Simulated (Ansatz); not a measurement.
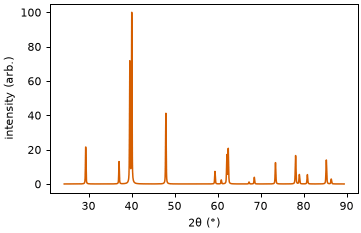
Figure: Simulated powder pattern, Cu Kα, λ = 1.54184 Å

The pattern belongs to a structure relaxed with the program Ansatz at the PBE level (PAW).

Problem. Which compound is it?
(A) GeMo2C, P6_3/mmc (Ge on 2d, Mo on 4f, C on 2a)
(B) TiAlMo2C2, P6_3/mmc (Mo on 4f, Ti on 2a, Al on 2b, C on 4f)
(C) C, P4_2/ncm (C on 8i, C on 4b)
(D) CoC6, Amm2 (Pearson symbol oS14)

Solution. C, C, P4_2/ncm (C on 8i, C on 4b)

The start of the workflow was typed in or built on a structure type; neither database checked (COD, Materials Project) lists it. It is not the phase usual at ambient conditions (space group No. 194, 227). The PBE relaxation kept the symmetry of its start; whether a distortion lowers the energy is not shown.

Potentials: the earlier of the program's two PAW sets.
